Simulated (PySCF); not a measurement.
# C₃H₆O₂Si: NMR shifts at several levels of theory, part 2 of 2

PySCF 2.14.0. Atoms count from 0. Earlier steps stand in the parts before.

## 8. Shielding tensors: wB97X-D/pcSseg-1

Job settings and geometry (Å):

```
{"job": {"kind": "nmr", "xc": "wB97X-D", "basis": "pcSseg-1", "pop": false}, "charge": 0, "multiplicity": 1}
O     -2.822184     0.407319    -0.976838
C     -2.466875    -0.696341    -0.626303
C     -1.140215    -1.025972    -0.100623
C     -0.219643    -0.051166     0.020301
O      1.004286    -0.251437     0.500310
Si     2.296862     0.839083     0.487586
H     -3.170951    -1.564527    -0.692329
H     -0.907341    -2.053925     0.186835
H     -0.488405     0.972973    -0.279876
H      3.113589     0.521308     1.685432
H      1.748481     2.225432     0.544743
H      3.089271     0.648245    -0.758929
```

Method: GIAO wB97X-D/pcSseg-1 NMR shielding, non-relativistic, gas phase.

Log:

```text
coarse grid: 10776 points
cycle   1  E = -557.4683873771  dE =  8.827e-01  |g| = 1.005e+00  |ddm| = 3.077e+00
cycle   2  E = -557.2727428219  dE =  1.956e-01  |g| = 1.491e+00  |ddm| = 2.244e+00
cycle   3  E = -557.6660778054  dE = -3.933e-01  |g| = 1.253e-01  |ddm| = 1.499e+00
cycle   4  E = -557.6687600265  dE = -2.682e-03  |g| = 6.829e-02  |ddm| = 1.245e-01
cycle   5  E = -557.6696482062  dE = -8.882e-04  |g| = 1.440e-02  |ddm| = 6.438e-02
cycle   6  E = -557.6697040431  dE = -5.584e-05  |g| = 7.021e-03  |ddm| = 2.016e-02
cycle   7  E = -557.6697184690  dE = -1.443e-05  |g| = 1.901e-03  |ddm| = 1.230e-02
cycle   8  E = -557.6697207067  dE = -2.238e-06  |g| = 9.151e-04  |ddm| = 5.487e-03
final grid: 100200 points
cycle   9  E = -557.7270451910  dE = -8.369e-05  |g| = 3.698e-03  |ddm| = 3.173e-02
cycle  10  E = -557.7270473154  dE = -2.124e-06  |g| = 2.455e-03  |ddm| = 7.691e-03
cycle  11  E = -557.7270483750  dE = -1.060e-06  |g| = 8.486e-04  |ddm| = 1.773e-03
cycle  12  E = -557.7270484945  dE = -1.194e-07  |g| = 3.819e-04  |ddm| = 1.351e-03
cycle  13  E = -557.7270485275  dE = -3.308e-08  |g| = 8.708e-05  |ddm| = 4.047e-04
cycle  14  E = -557.7270485301  dE = -2.545e-09  |g| = 2.557e-05  |ddm| = 1.938e-04
cycle  15  E = -557.7270485304  dE = -3.447e-10  |g| = 1.114e-05  |ddm| = 8.733e-05
converged SCF energy = -557.7270485304

GIAO shielding tensors (ppm)
atom      isotropic    diamagn.    paramagn.     s11        s22        s33       span
  0 O     -282.259     404.202    -686.461   -851.338   -388.314    392.874   1244.213
  1 C       -8.059     242.676    -250.735   -102.433    -21.890    100.145    202.578
  2 C       69.286     259.051    -189.765    -27.443     96.789    138.513    165.955
  3 C       16.518     255.830    -239.312    -84.823     27.190    107.186    192.010
  4 O      216.467     398.481    -182.014     83.395    220.032    345.974    262.579
  5 Si     370.887     878.313    -507.426    325.143    338.172    449.346    124.202
  6 H       21.947      25.091      -3.145     20.168     21.634     24.039      3.871
  7 H       25.587      32.464      -6.877     21.682     25.260     29.818      8.136
  8 H       23.682      32.624      -8.942     20.526     22.735     27.786      7.259
  9 H       26.457      28.180      -1.724     23.418     25.014     30.937      7.518
 10 H       26.410      28.902      -2.492     23.774     25.181     30.275      6.501
 11 H       26.509      28.460      -1.951     23.566     24.867     31.094      7.528
```

It took 13 s on 1 thread of Intel Xeon Platinum 8488C, shared host; peak memory 0.79 GiB.

Key values: δ C1 192.6, C3 168.0, C2 115.3, O0 615.4, H6 9.43, H8 7.70 ppm.

## 9. Shielding tensors: LC-wPBE/pcSseg-1

Same as in step 8 but for these lines:

```diff
@@ -1,2 +1,2 @@
-{"job": {"kind": "nmr", "xc": "wB97X-D", "basis": "pcSseg-1", "pop": false}, "charge": 0, "multiplicity": 1}
+{"job": {"kind": "nmr", "xc": "LC-wPBE", "basis": "pcSseg-1", "pop": false}, "charge": 0, "multiplicity": 1}
 O     -2.822184     0.407319    -0.976838
```

Method: GIAO LC-wPBE/pcSseg-1 NMR shielding, non-relativistic, gas phase.

Log:

```text
coarse grid: 10776 points
cycle   1  E = -557.2766625294  dE =  9.368e-01  |g| = 1.023e+00  |ddm| = 3.069e+00
cycle   2  E = -557.1601266921  dE =  1.165e-01  |g| = 1.385e+00  |ddm| = 1.991e+00
cycle   3  E = -557.4865166958  dE = -3.264e-01  |g| = 1.068e-01  |ddm| = 1.276e+00
cycle   4  E = -557.4886914275  dE = -2.175e-03  |g| = 6.363e-02  |ddm| = 1.085e-01
cycle   5  E = -557.4895517788  dE = -8.604e-04  |g| = 1.427e-02  |ddm| = 6.697e-02
cycle   6  E = -557.4896387203  dE = -8.694e-05  |g| = 7.503e-03  |ddm| = 2.624e-02
cycle   7  E = -557.4896602265  dE = -2.151e-05  |g| = 2.276e-03  |ddm| = 1.463e-02
cycle   8  E = -557.4896650789  dE = -4.852e-06  |g| = 1.100e-03  |ddm| = 7.561e-03
final grid: 100200 points
cycle   9  E = -557.5589250244  dE = -3.005e-05  |g| = 5.569e-03  |ddm| = 2.040e-02
cycle  10  E = -557.5589246390  dE =  3.854e-07  |g| = 5.557e-03  |ddm| = 6.459e-03
cycle  11  E = -557.5589296448  dE = -5.006e-06  |g| = 1.006e-03  |ddm| = 4.107e-03
cycle  12  E = -557.5589298046  dE = -1.597e-07  |g| = 2.058e-04  |ddm| = 6.615e-04
cycle  13  E = -557.5589298362  dE = -3.165e-08  |g| = 1.182e-04  |ddm| = 4.304e-04
cycle  14  E = -557.5589298403  dE = -4.061e-09  |g| = 3.387e-05  |ddm| = 1.589e-04
cycle  15  E = -557.5589298409  dE = -6.346e-10  |g| = 1.407e-05  |ddm| = 1.021e-04
converged SCF energy = -557.5589298409

GIAO shielding tensors (ppm)
atom      isotropic    diamagn.    paramagn.     s11        s22        s33       span
  0 O     -290.847     404.039    -694.886   -885.535   -387.752    400.747   1286.282
  1 C      -10.213     242.801    -253.013   -105.477    -30.824    105.663    211.139
  2 C       70.863     258.835    -187.972    -31.130    100.671    143.047    174.177
  3 C       16.340     255.833    -239.493    -93.449     30.255    112.214    205.663
  4 O      230.155     398.205    -168.050    102.657    233.196    354.613    251.956
  5 Si     372.997     878.342    -505.345    325.921    339.028    454.040    128.119
  6 H       21.905      25.210      -3.305     20.106     21.578     24.029      3.923
  7 H       25.414      32.453      -7.039     21.307     24.956     29.979      8.672
  8 H       23.631      32.561      -8.930     20.414     22.613     27.866      7.451
  9 H       26.427      28.114      -1.687     23.395     24.955     30.930      7.534
 10 H       26.412      28.845      -2.433     23.746     25.185     30.305      6.559
 11 H       26.504      28.401      -1.897     23.567     24.838     31.105      7.538
```

It took 18 s on 1 thread of Intel Xeon Platinum 8488C, shared host; peak memory 0.73 GiB.

This run: δ C1 198.8, C3 172.2, C2 117.7, O0 629.6, H6 9.42, H8 7.70 ppm.

## 10. NMR shieldings: PBE0/6-31G

Same as in step 9 but for these lines:

```diff
@@ -1,2 +1,2 @@
-{"job": {"kind": "nmr", "xc": "LC-wPBE", "basis": "pcSseg-1", "pop": false}, "charge": 0, "multiplicity": 1}
+{"job": {"kind": "nmr", "xc": "PBE0", "basis": "6-31G", "pop": true}, "charge": 0, "multiplicity": 1}
 O     -2.822184     0.407319    -0.976838
```

Method: GIAO PBE0/6-31G NMR shielding, non-relativistic, gas phase.

Log:

```text
coarse grid: 10776 points
cycle   1  E = -557.1554950404  dE =  9.496e-01  |g| = 9.181e-01  |ddm| = 3.393e+00
cycle   2  E = -556.5923828466  dE =  5.631e-01  |g| = 1.880e+00  |ddm| = 3.434e+00
cycle   3  E = -557.3285540356  dE = -7.362e-01  |g| = 2.204e-01  |ddm| = 2.652e+00
cycle   4  E = -557.3378113289  dE = -9.257e-03  |g| = 9.798e-02  |ddm| = 3.130e-01
cycle   5  E = -557.3395282790  dE = -1.717e-03  |g| = 2.583e-02  |ddm| = 9.938e-02
cycle   6  E = -557.3396801464  dE = -1.519e-04  |g| = 9.225e-03  |ddm| = 3.437e-02
cycle   7  E = -557.3396990656  dE = -1.892e-05  |g| = 2.837e-03  |ddm| = 9.690e-03
cycle   8  E = -557.3397007891  dE = -1.723e-06  |g| = 8.140e-04  |ddm| = 3.984e-03
final grid: 100200 points
cycle   9  E = -557.2791095974  dE =  5.541e-06  |g| = 1.066e-02  |ddm| = 1.526e-02
cycle  10  E = -557.2790439874  dE =  6.561e-05  |g| = 2.098e-02  |ddm| = 3.057e-02
cycle  11  E = -557.2791325259  dE = -8.854e-05  |g| = 1.811e-03  |ddm| = 2.156e-02
cycle  12  E = -557.2791332177  dE = -6.917e-07  |g| = 2.852e-04  |ddm| = 1.774e-03
cycle  13  E = -557.2791332338  dE = -1.616e-08  |g| = 7.485e-05  |ddm| = 3.343e-04
cycle  14  E = -557.2791332348  dE = -9.345e-10  |g| = 4.392e-05  |ddm| = 1.212e-04
cycle  15  E = -557.2791332353  dE = -5.166e-10  |g| = 7.392e-06  |ddm| = 5.448e-05
converged SCF energy = -557.2791332353

GIAO shielding tensors (ppm)
atom      isotropic    diamagn.    paramagn.     s11        s22        s33       span
  0 O     -270.501     400.938    -671.439   -868.924   -351.463    408.884   1277.808
  1 C       18.502     247.522    -229.020    -68.838      1.653    122.690    191.527
  2 C       88.203     258.835    -170.633      2.054    107.879    154.675    152.620
  3 C       45.024     255.723    -210.698    -40.317     51.294    124.097    164.414
  4 O      229.450     401.160    -171.711     70.438    252.877    365.035    294.598
  5 Si     431.754     879.532    -447.778    376.988    395.037    523.238    146.250
  6 H       22.407      24.922      -2.515     20.612     21.491     25.116      4.504
  7 H       26.514      31.298      -4.784     22.894     26.228     30.420      7.525
  8 H       24.704      30.870      -6.165     21.191     24.425     28.498      7.307
  9 H       27.206      28.726      -1.520     23.384     25.852     32.381      8.996
 10 H       27.404      28.527      -1.123     24.054     26.203     31.954      7.900
 11 H       27.312      28.451      -1.139     23.505     25.836     32.595      9.089
```

Wall time 5.5 s (1 thread of Intel Xeon Platinum 8488C, shared host); peak memory 0.46 GiB.

Key values: δ C1 181.0, C3 154.5, C2 111.3, O0 589.0, H6 10.21, H8 7.91 ppm.

## 11. Nuclear shieldings: PBE0/STO-3G

Same as in step 10 but for these lines:

```diff
@@ -1,2 +1,2 @@
-{"job": {"kind": "nmr", "xc": "PBE0", "basis": "6-31G", "pop": true}, "charge": 0, "multiplicity": 1}
+{"job": {"kind": "nmr", "xc": "PBE0", "basis": "STO-3G", "pop": true}, "charge": 0, "multiplicity": 1}
 O     -2.822184     0.407319    -0.976838
```

With the program's defaults for keys left out, this is: GIAO PBE0/STO-3G NMR shielding, non-relativistic, gas phase.

Log:

```text
coarse grid: 10776 points
cycle   1  E = -550.4113936510  dE =  8.956e-01  |g| = 7.720e-01  |ddm| = 4.510e+00
cycle   2  E = -549.9865034820  dE =  4.249e-01  |g| = 1.526e+00  |ddm| = 2.659e+00
cycle   3  E = -550.6135161440  dE = -6.270e-01  |g| = 1.642e-01  |ddm| = 1.713e+00
cycle   4  E = -550.6200484163  dE = -6.532e-03  |g| = 7.742e-02  |ddm| = 2.726e-01
cycle   5  E = -550.6216514746  dE = -1.603e-03  |g| = 1.619e-02  |ddm| = 9.071e-02
cycle   6  E = -550.6217309814  dE = -7.951e-05  |g| = 5.371e-03  |ddm| = 2.690e-02
cycle   7  E = -550.6217400905  dE = -9.109e-06  |g| = 1.844e-03  |ddm| = 9.454e-03
final grid: 100200 points
cycle   8  E = -550.5754850277  dE =  1.750e-05  |g| = 1.069e-02  |ddm| = 2.088e-02
cycle   9  E = -550.5754053811  dE =  7.965e-05  |g| = 1.986e-02  |ddm| = 3.388e-02
cycle  10  E = -550.5755174433  dE = -1.121e-04  |g| = 1.124e-03  |ddm| = 2.235e-02
cycle  11  E = -550.5755178106  dE = -3.673e-07  |g| = 7.097e-05  |ddm| = 1.360e-03
cycle  12  E = -550.5755178121  dE = -1.521e-09  |g| = 1.616e-05  |ddm| = 1.117e-04
cycle  13  E = -550.5755178122  dE = -6.639e-11  |g| = 8.703e-06  |ddm| = 3.372e-05
converged SCF energy = -550.5755178122

GIAO shielding tensors (ppm)
atom      isotropic    diamagn.    paramagn.     s11        s22        s33       span
  0 O     -241.088     383.741    -624.829   -981.702   -228.730    487.167   1468.869
  1 C      107.803     253.107    -145.304     12.880    135.148    175.380    162.500
  2 C      140.333     256.034    -115.701     63.978    146.440    210.580    146.602
  3 C      109.155     257.934    -148.779     50.471    114.630    162.364    111.893
  4 O      325.524     378.471     -52.947    122.454    381.163    472.956    350.502
  5 Si     548.970     867.405    -318.435    495.364    514.019    637.527    142.163
  6 H       23.252      27.402      -4.150     19.889     23.920     25.948      6.059
  7 H       27.034      32.556      -5.523     24.730     25.073     31.299      6.569
  8 H       26.647      34.904      -8.258     23.310     27.492     29.137      5.826
  9 H       29.404      29.839      -0.435     25.667     27.236     35.309      9.643
 10 H       29.799      31.239      -1.439     26.295     27.914     35.189      8.895
 11 H       29.604      30.431      -0.827     25.946     27.279     35.587      9.641
```

It took 2.8 s on 1 thread of Intel Xeon Platinum 8488C, shared host; peak memory 0.42 GiB.

This run: δ C1 126.9, C3 125.5, C2 94.4, O0 582.8, H6 9.35, H8 5.96 ppm.

## 12. Run by run: NMR shifts

Shifts (ppm) of some atoms, chosen among heavy atoms and hydrogens apart, means over like atoms, with basis size and wall time:

```csv
run,C1,C3,H8,H9,O0,O4,Si5,functions,time
PBE0/pcSseg-1,190.5,166.8,7.65,5.02,620.8,126.9,-18.4,139,9.9 s
mPW1PW91/pcSseg-1,190.4,166.9,7.65,4.97,618.3,125.9,-18.5,139,10 s
WP04/pcSseg-1,189.1,166.6,7.46,4.27,583.0,122.0,-28.6,139,10 s
B97-2/pcSseg-1,186.2,163.4,7.63,4.90,599.4,123.8,-20.6,139,9.9 s
BHandHLYP/pcSseg-1,193.5,169.6,7.75,4.74,620.7,113.6,-24.8,139,9.7 s
CAM-B3LYP/pcSseg-1,195.3,170.5,7.69,4.90,632.9,123.1,-22.0,139,13 s
wB97X-D/pcSseg-1,192.6,168.0,7.70,4.92,615.4,116.7,-18.0,139,13 s
LC-wPBE/pcSseg-1,198.8,172.2,7.70,4.88,629.6,108.6,-14.5,139,18 s
PBE0/6-31G,181.0,154.5,7.91,5.30,589.0,89.0,13.0,70,5.5 s
PBE0/STO-3G,126.9,125.5,5.96,3.00,582.8,16.2,-31.4,40,2.8 s
```

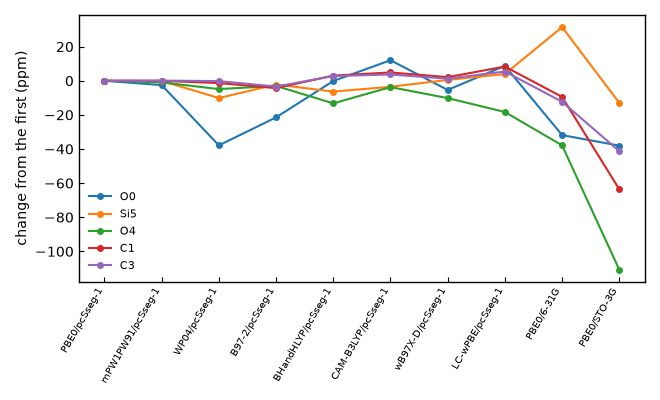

How five of the tabulated atoms move from run to run.

## 13. Summary of results

The summary covers parts 1 to 2.

```
                                                              quantity                                             value
                                13C shifts against TMS (PBE0/pcSseg-1)                           190.5, 166.8, 115.3 ppm
1H shifts against TMS (PBE0/pcSseg-1, means over atoms taken as alike)                        9.49, 7.65, 5.78, 5.02 ppm
                                17O shifts against H2O (PBE0/pcSseg-1)                                  620.8, 126.9 ppm
                               29Si shifts against TMS (PBE0/pcSseg-1)                                         -18.4 ppm
                        range of the shift of O0 (minimal bases aside)                                583.0 to 632.9 ppm
                                         property runs in this session  10, of which 0 failed and 1 gave unsound results
```

In words: Single values in the summary come from the first sound run of each kind (PBE0/pcSseg-1), which need not be the best level. C1 (aldehyde carbonyl carbon) lies farthest downfield among carbon, at 190.5 ppm; the double bond to the heteroatom, with no lone-pair donor beside it, deshields it most. H6 (hydrogen on an aldehyde carbonyl carbon) lies farthest downfield among hydrogen, at 9.49 ppm; deshielded by the polar, anisotropic C=O bond. At PBE0/pcSseg-1: Shielding is most anisotropic at O0 (span 1247 ppm, paramagnetic term -690 ppm). Leaving out the minimal-basis runs, which are unusable for shieldings: In ppm, O0 moves most: its shift spreads over 49.9 ppm, from 583.0 (WP04/pcSseg-1) to 632.9 (CAM-B3LYP/pcSseg-1). Part of that comes from the computed reference.
